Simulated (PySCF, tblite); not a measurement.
# C4H6F2O2Si: geometry, infrared bands and NMR shifts

Wanted: the infrared bands and NMR shifts of C4H6F2O2Si (`O=C[C@@H]1OC[C@H](F)[Si@@H]1F`), by calculation.

The runs use tblite 0.8.0 and PySCF 2.14.0, with density-fitted response routines of our own; the level of theory stands in each step. All values are computed, except where a source is named. Atoms are numbered from 0 throughout.

## (1) The molecule as given

15 atoms, charge 0, multiplicity 1; geometry from: force field or distance geometry start.

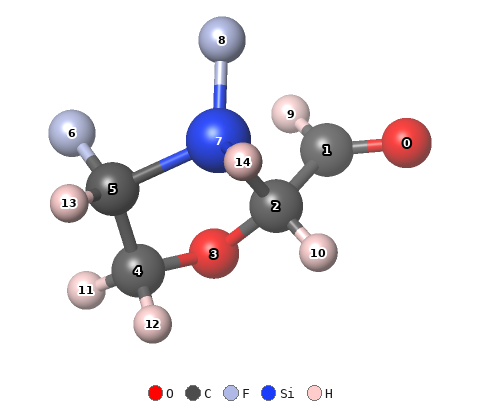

The starting geometry (oxygen red, carbon dark grey, fluorine light blue, silicon blue, hydrogen pink), atoms numbered.

## (2) Geometry optimisation with GFN2-xTB

The job: settings as JSON, then the geometry in Å.

```
{"job": {"kind": "relax", "xc": "GFN2-xTB", "basis": "xTB"}, "charge": 0, "multiplicity": 1}
O      3.289200     0.320600     0.378800
C      2.251600     0.113900    -0.275300
C      0.948700    -0.250700     0.382000
O      0.357700    -1.334900    -0.383800
C     -1.086100    -1.255700    -0.292100
C     -1.544400     0.204500    -0.480000
F     -1.495800     0.521500    -1.807800
Si    -0.245200     1.219300     0.442700
F      0.275500     2.438500    -0.444400
H      2.243100     0.216500    -1.360300
H      1.128500    -0.618100     1.390300
H     -1.506600    -1.898600    -1.079600
H     -1.395700    -1.648500     0.687000
H     -2.559800     0.357700    -0.131900
H     -0.665000     1.622000     1.815900
```

On the command line:

```sh
> OMP_NUM_THREADS=1 python probes_run.py task.json out
```

This one command runs all jobs of the session in turn.

Standard output:

```text
step      E/eV     max force
  0    -842.39916    3.280
  1    -842.47179    4.183
  2    -842.57319    0.378
  3    -842.58550    0.296
  4    -842.61770    0.315
  5    -842.62868    0.277
  6    -842.63736    0.206
  7    -842.64250    0.192
  8    -842.64881    0.202
  9    -842.65314    0.176
 10    -842.65603    0.130
 11    -842.65792    0.105
 12    -842.66004    0.137
 13    -842.66266    0.172
 14    -842.66536    0.148
 15    -842.66762    0.126
 16    -842.66959    0.116
 17    -842.67168    0.161
 18    -842.67413    0.151
 19    -842.67704    0.159
 20    -842.68032    0.141
 21    -842.68378    0.156
 22    -842.68711    0.180
 23    -842.68994    0.128
 24    -842.69223    0.098
 25    -842.69427    0.107
 26    -842.69612    0.128
 27    -842.69747    0.202
 28    -842.69753    0.287
 29    -842.69933    0.073
 30    -842.70008    0.069
 31    -842.70160    0.095
 32    -842.70222    0.063
 33    -842.70277    0.049
 34    -842.70314    0.050
 35    -842.70359    0.054
 36    -842.70388    0.040
 37    -842.70414    0.039
 38    -842.70441    0.045
 39    -842.70480    0.072
 40    -842.70527    0.071
 41    -842.70568    0.060
 42    -842.70596    0.068
 43    -842.70623    0.062
 44    -842.70665    0.076
 45    -842.70728    0.089
 46    -842.70801    0.075
 47    -842.70865    0.073
 48    -842.70920    0.075
 49    -842.70984    0.086
 50    -842.71067    0.104
 51    -842.71146    0.082
 52    -842.71198    0.047
 53    -842.71237    0.055
 54    -842.71277    0.058
 55    -842.71315    0.058
 56    -842.71342    0.035
 57    -842.71360    0.037
 58    -842.71383    0.049
 59    -842.71420    0.062
 60    -842.71475    0.071
 61    -842.71534    0.065
 62    -842.71584    0.069
 63    -842.71626    0.058
 64    -842.71686    0.090
 65    -842.71747    0.083
 66    -842.71806    0.072
 67    -842.71846    0.059
 68    -842.71874    0.035
 69    -842.71893    0.032
 70    -842.71908    0.036
 71    -842.71921    0.027
 72    -842.71934    0.034
 73    -842.71950    0.038
 74    -842.71971    0.037
 75    -842.71991    0.049
 76    -842.72007    0.034
 77    -842.72018    0.026
 78    -842.72026    0.021
 79    -842.72031    0.024
 80    -842.72036    0.026
 81    -842.72040    0.016
 82    -842.72044    0.014
 83    -842.72048    0.018
 84    -842.72052    0.020
 85    -842.72055    0.014
 86    -842.72057    0.011
 87    -842.72058    0.009
```

Run time: 0.99 s. Hardware: 1 thread of Arm Neoverse N1, shared host; peak memory 0.18 GiB.

The steps of the relaxation: (not every step is listed)

| step | energy from step 0 (eV) | largest force (eV/Å) |
| --- | --- | --- |
| 0 | 0.0000 | 3.2801 |
| 1 | -0.0726 | 4.1834 |
| 2 | -0.1740 | 0.3779 |
| 3 | -0.1863 | 0.2959 |
| 4 | -0.2185 | 0.3148 |
| 5 | -0.2295 | 0.2774 |
| 6 | -0.2382 | 0.2062 |
| 7 | -0.2433 | 0.1924 |
| 8 | -0.2496 | 0.2024 |
| 15 | -0.2685 | 0.1261 |
| 22 | -0.2879 | 0.1801 |
| 29 | -0.3002 | 0.0727 |
| 36 | -0.3047 | 0.0405 |
| 43 | -0.3071 | 0.0615 |
| 50 | -0.3115 | 0.1045 |
| 57 | -0.3144 | 0.0371 |
| 64 | -0.3177 | 0.0896 |
| 71 | -0.3200 | 0.0267 |
| 78 | -0.3211 | 0.0212 |
| 82 | -0.3213 | 0.0145 |
| 83 | -0.3213 | 0.0176 |
| 84 | -0.3214 | 0.0201 |
| 85 | -0.3214 | 0.0139 |
| 86 | -0.3214 | 0.0106 |
| 87 | -0.3214 | 0.0086 |

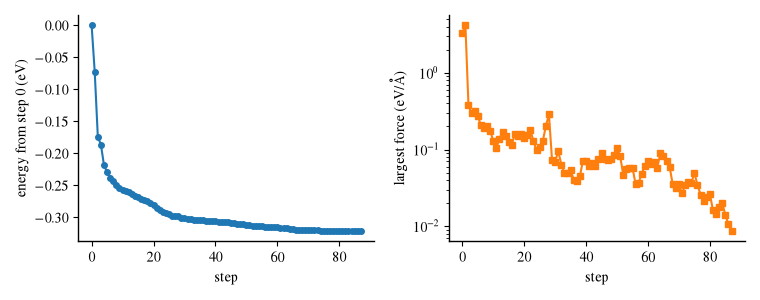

Energy and force, step by step.

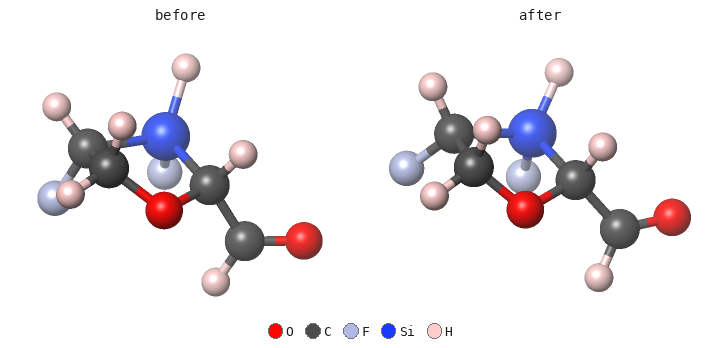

The geometry before (left) and after (right).

Close pairs (by a distance rule), those that changed most:

```
   bond  before (Å)  after (Å)  change (Å)
Si7–H14       1.491      1.445      -0.046
  O0–C1       1.244      1.201      -0.043
  O3–C4       1.449      1.408      -0.041
 C5–Si7       1.889      1.928      +0.039
 C2–Si7       1.895      1.933      +0.038
  C2–O3       1.453      1.418      -0.035
  C5–F6       1.366      1.383      +0.017
  C1–C2       1.504      1.487      -0.017
```

The final coordinates are the input of the step that follows.

## (3) Infrared spectrum with GFN2-xTB

The job: settings as JSON, then the geometry in Å.

```
{"job": {"kind": "ir", "xc": "GFN2-xTB", "basis": "xTB"}, "charge": 0, "multiplicity": 1}
O      3.151061     0.578238     0.636262
C      2.332858     0.069402    -0.080300
C      0.956389    -0.300691     0.345037
O      0.353625    -1.177707    -0.591806
C     -1.043972    -1.225373    -0.429015
C     -1.642268     0.186229    -0.343247
F     -2.011965     0.627536    -1.600935
Si    -0.197636     1.249638     0.364142
F      0.266629     2.329268    -0.722248
H      2.526882    -0.143371    -1.145326
H      0.988626    -0.762287     1.342616
H     -1.434721    -1.764967    -1.292642
H     -1.298535    -1.770616     0.492202
H     -2.564974     0.181352     0.242502
H     -0.386411     1.931338     1.624119
```

Standard output:

```text
mode    cm-1     km/mol
  1      39.8      1.77
  2      91.5      5.12
  3     132.1      2.30
  4     141.2     19.41
  5     168.3      0.23
  6     207.9     13.67
  7     298.7     15.78
  8     331.3     13.93
  9     386.4     42.34
 10     424.8     13.19
 11     533.3     41.44
 12     547.7    100.16
 13     587.3     86.22
 14     609.0     44.98
 15     678.9     17.35
 16     735.7     34.18
 17     854.5    106.18
 18     885.1     31.29
 19     903.6    116.31
 20     969.2     11.75
 21    1025.0     70.12
 22    1048.1    214.60
 23    1089.7     25.82
 24    1102.4     38.37
 25    1105.5      4.53
 26    1151.4     27.41
 27    1221.3      8.63
 28    1257.4     14.91
 29    1292.2      6.24
 30    1316.8      3.05
 31    1342.8     23.53
 32    1444.1      3.79
 33    1768.0    390.65
 34    2431.7    210.01
 35    2817.6     57.03
 36    2848.4     36.22
 37    2871.2     57.99
 38    2949.4     29.50
 39    3007.1      6.19
```

Run time: 0.88 s. Hardware: 1 thread of Arm Neoverse N1, shared host; peak memory 0.18 GiB.

The strongest bands and the atoms that carry them (share of the mass-weighted mode):

```csv
cm⁻¹,km/mol,atoms
548,100.2,H14 84 %
587,86.2,"H14 28 %, C5 14 %, Si7 12 %, O3 12 %"
854,106.2,"F8 41 %, Si7 31 %"
904,116.3,"H9 24 %, C1 16 %, Si7 14 %, H10 13 %"
1025,70.1,"C2 29 %, H11 18 %, C5 17 %, O3 11 %"
1048,214.6,"C4 30 %, C2 18 %, C5 16 %, O3 15 %"
1768,390.6,"C1 59 %, O0 39 %"
2432,210.0,H14 97 %
```

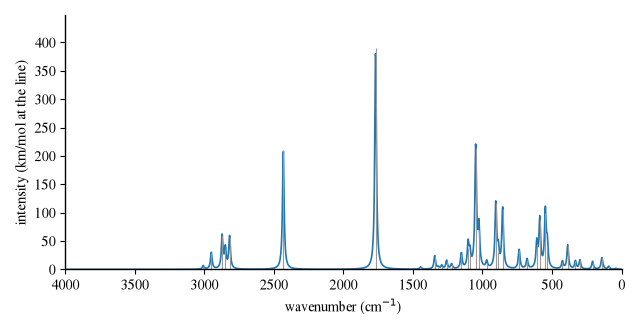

The infrared spectrum from these modes, unscaled. Lines are broadened to a width of 14 cm⁻¹ (Lorentzian).

## (4) Nuclear shieldings: PBE0/pcSseg-1

Settings changed since step 3:

```diff
@@ -1,2 +1,2 @@
-{"job": {"kind": "ir", "xc": "GFN2-xTB", "basis": "xTB"}, "charge": 0, "multiplicity": 1}
+{"job": {"kind": "nmr", "xc": "PBE0", "basis": "pcSseg-1"}, "charge": 0, "multiplicity": 1}
 O      3.151061     0.578238     0.636262
```

Level: GIAO PBE0/pcSseg-1 NMR shielding, non-relativistic, gas phase.

Standard output:

```text
coarse grid: 14032 points
cycle   1  E = -794.6637338696  dE =  1.398e+00  |g| = 1.098e+00  |ddm| = 3.575e+00
cycle   2  E = -794.0888583044  dE =  5.749e-01  |g| = 2.082e+00  |ddm| = 2.648e+00
cycle   3  E = -794.8734639628  dE = -7.846e-01  |g| = 2.224e-01  |ddm| = 1.992e+00
cycle   4  E = -794.8806003043  dE = -7.136e-03  |g| = 1.273e-01  |ddm| = 2.636e-01
cycle   5  E = -794.8833563879  dE = -2.756e-03  |g| = 2.121e-02  |ddm| = 9.897e-02
cycle   6  E = -794.8834443121  dE = -8.792e-05  |g| = 6.744e-03  |ddm| = 1.987e-02
cycle   7  E = -794.8834531128  dE = -8.801e-06  |g| = 1.390e-03  |ddm| = 5.756e-03
final grid: 134616 points
cycle   8  E = -794.9699678085  dE = -2.112e-05  |g| = 1.539e-02  |ddm| = 2.417e-02
cycle   9  E = -794.9698699540  dE =  9.785e-05  |g| = 2.783e-02  |ddm| = 2.684e-02
cycle  10  E = -794.9700094610  dE = -1.395e-04  |g| = 2.761e-03  |ddm| = 1.851e-02
cycle  11  E = -794.9700108332  dE = -1.372e-06  |g| = 4.181e-04  |ddm| = 2.070e-03
cycle  12  E = -794.9700108590  dE = -2.575e-08  |g| = 1.721e-04  |ddm| = 4.950e-04
cycle  13  E = -794.9700108652  dE = -6.252e-09  |g| = 2.783e-05  |ddm| = 1.804e-04
cycle  14  E = -794.9700108654  dE = -1.255e-10  |g| = 1.040e-05  |ddm| = 2.966e-05
converged SCF energy = -794.9700108654

GIAO shielding tensors (ppm)
atom      isotropic    diamagn.    paramagn.     s11        s22        s33       span
  0 O     -343.667     395.545    -739.212   -990.595   -421.873    381.468   1372.063
  1 C      -20.397     247.278    -267.674   -105.025    -39.352     83.187    188.211
  2 C       99.023     256.998    -157.975     82.870     96.159    118.040     35.169
  3 O      287.090     396.984    -109.894    225.523    293.088    342.657    117.134
  4 C      106.048     245.341    -139.292     75.416    100.968    141.761     66.345
  5 C       97.803     251.870    -154.067     61.777     83.056    148.576     86.800
  6 F      417.360     472.239     -54.878    356.825    417.239    478.018    121.193
  7 Si     332.449     878.163    -545.714    306.961    335.450    354.935     47.974
  8 F      393.126     467.033     -73.907    368.442    398.388    412.549     44.107
  9 H       21.402      27.941      -6.539     18.538     20.616     25.052      6.514
 10 H       28.017      31.514      -3.497     23.429     27.769     32.853      9.424
 11 H       26.699      28.577      -1.878     22.515     25.879     31.702      9.188
 12 H       28.005      30.196      -2.191     22.734     27.607     33.675     10.941
 13 H       26.871      29.667      -2.796     23.227     26.917     30.469      7.242
 14 H       26.296      28.604      -2.308     23.284     23.848     31.755      8.472
```

Run time: 57 s. Hardware: 1 thread of Arm Neoverse N1, shared host; peak memory 0.85 GiB.

The references, computed at this level on geometries of the same kind, shield at (ppm): 1H TMS 31.72, 13C TMS 186.9, 29Si TMS 349.2, 19F CFCl3 170.9, 17O H2O 336.1. Their shielding less the atom's gives the shift. The references are single molecules in the gas phase, so shifts against H2O, NH3, PH3, H3PO4 or CFCl3 are not on the usual liquid scales and can be off by tens of ppm.

```csv
atoms,environment,σ (ppm),δ (ppm),δ scaled to CDCl3
C1,aldehyde carbonyl carbon,-20.4,207.3,200.4
C5,sp3 CH bonded to F and Si,97.8,89.1,85.1
C2,"sp3 CH bonded to O and Si, α to a carbonyl",99.0,87.9,83.9
C4,sp3 CH2 bonded to O,106.0,80.9,77.0
H9,hydrogen on an aldehyde carbonyl carbon,21.40,10.31,9.83
H14,"hydrogen on a silicon bonded to 2 C, F, in a 5-membered ring",26.30,5.42,–
H11,hydrogen on an sp3 CH2 bonded to O,26.70,5.02,4.84
H13,hydrogen on an sp3 CH bonded to F and Si,26.87,4.85,4.67
H12,hydrogen on an sp3 CH2 bonded to O,28.00,3.71,3.60
H10,"hydrogen on an sp3 CH bonded to O and Si, α to a carbonyl",28.02,3.70,3.59
O0,aldehyde oxygen,-343.7,679.7,–
O3,ether oxygen,287.1,49.0,–
F8,fluorine bonded to Si,393.1,-222.2,–
F6,fluorine on an sp3 carbon,417.4,-246.4,–
Si7,"silicon bonded to 2 C, F, H, in a 5-membered ring",332.4,16.7,–
```

The scaled column applies a straight-line fit of computed shieldings to shifts measured in CDCl3, and one for carbons that bear F (root-mean-square error 0.16 ppm for H, 1.9 ppm for C).

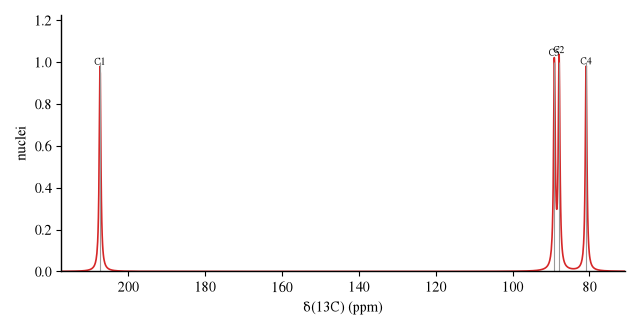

13C lines at the computed shifts, without couplings. Lines are broadened to a width of 0.51 ppm (Lorentzian).

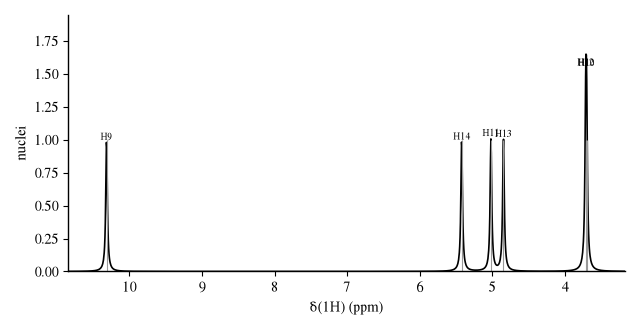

1H lines at the computed shifts, without couplings. Lines are broadened to a width of 0.03 ppm (Lorentzian).

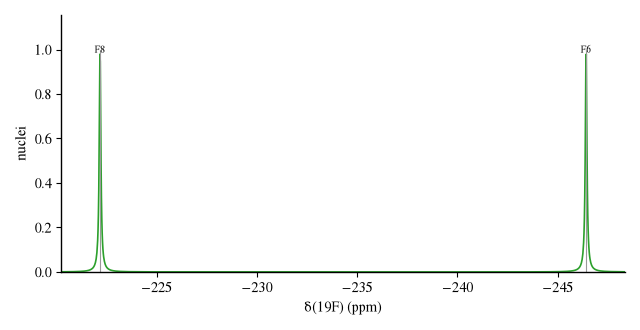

19F lines at the computed shifts, without couplings. Lines are broadened to a width of 0.10 ppm (Lorentzian).

The run also stored atomic charges by several schemes (e):

| atoms | Mulliken | IAO | Hirshfeld | ESP fit |
| --- | --- | --- | --- | --- |
| O0 | -0.36 | -0.40 | -0.23 | -0.47 |
| C1 | 0.26 | 0.27 | 0.12 | 0.47 |
| C2 | -0.26 | -0.26 | -0.06 | -0.08 |
| O3 | -0.50 | -0.39 | -0.14 | -0.36 |
| C4 | 0.09 | -0.07 | -0.01 | 0.03 |
| C5 | -0.14 | -0.13 | -0.03 | 0.01 |
| F6 | -0.33 | -0.32 | -0.12 | -0.22 |
| Si7 | 1.08 | 1.20 | 0.46 | 0.61 |
| F8 | -0.40 | -0.51 | -0.18 | -0.26 |

ESP fit charges:

O0 -0.47; C1 0.47; C2 -0.08; O3 -0.36; C4 0.03; C5 0.01; F6 -0.22; Si7 0.61; F8 -0.26; H9 0.01; H10 0.10; H11 0.13; H12 0.05; H13 0.07; H14 -0.10

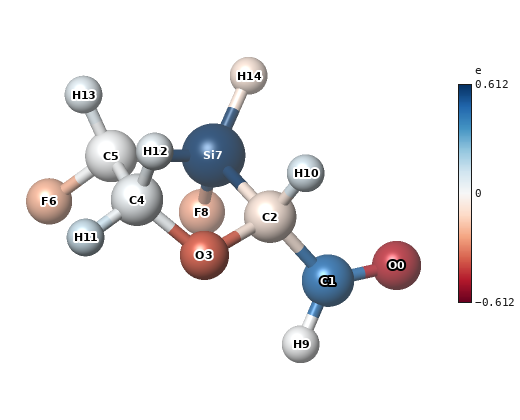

ESP fit charges, as colours on the atoms.

Mayer bond orders: O0–C1 2.00, C1–C2 0.98, C2–O3 0.88, O3–C4 0.93, C4–C5 1.00, C5–F6 0.84, C5–Si7 0.82, Si7–F8 0.97, Si7–C2 0.81.

Ring of atoms C2, O3, C4, C5, Si7: NICS(0) -3.9, NICS(1) -3.0, NICS(1)zz -3.3 ppm (means of both faces; NICS(1) differs between them: -4.6 and -1.4).

The two faces differ (NICS(1)zz -0.5 and -6.0 ppm).

## (5) Results

```
                                 quantity                                    value
strongest single infrared mode (GFN2-xTB)                    1768 cm⁻¹, 391 km/mol
             zero-point energy (GFN2-xTB)                            60.9 kcal/mol
   13C shifts against TMS (PBE0/pcSseg-1)              207.3, 89.1, 87.9, 80.9 ppm
    1H shifts against TMS (PBE0/pcSseg-1)  10.31, 5.42, 5.02, 4.85, 3.71, 3.70 ppm
   17O shifts against H2O (PBE0/pcSseg-1)                          679.7, 49.0 ppm
 19F shifts against CFCl3 (PBE0/pcSseg-1)                       -222.2, -246.4 ppm
  29Si shifts against TMS (PBE0/pcSseg-1)                                 16.7 ppm
```

**Reading.** Relaxing lowered the energy by 0.321 eV in 87 steps; the close pair that moved most is Si7–H14, from 1.491 to 1.445 Å. All 39 modes are real, so the xTB geometry is a minimum. The strongest single mode, at 1768 cm⁻¹, moves mainly C1 and O0. Unscaled tight-binding wavenumbers are off by several per cent, some by more. Its intensities can rank the bands wrongly. The most deshielded carbon is C1 (aldehyde carbonyl carbon), at 207.3 ppm: the double bond to the heteroatom, with no lone-pair donor beside it, deshields it most. The most deshielded hydrogen is H9 (hydrogen on an aldehyde carbonyl carbon), at 10.31 ppm: the C=O anisotropy and electron withdrawal place aldehyde protons far downfield. At PBE0/pcSseg-1: The largest span, 1372 ppm, is at O0, where the paramagnetic term is -739 ppm.
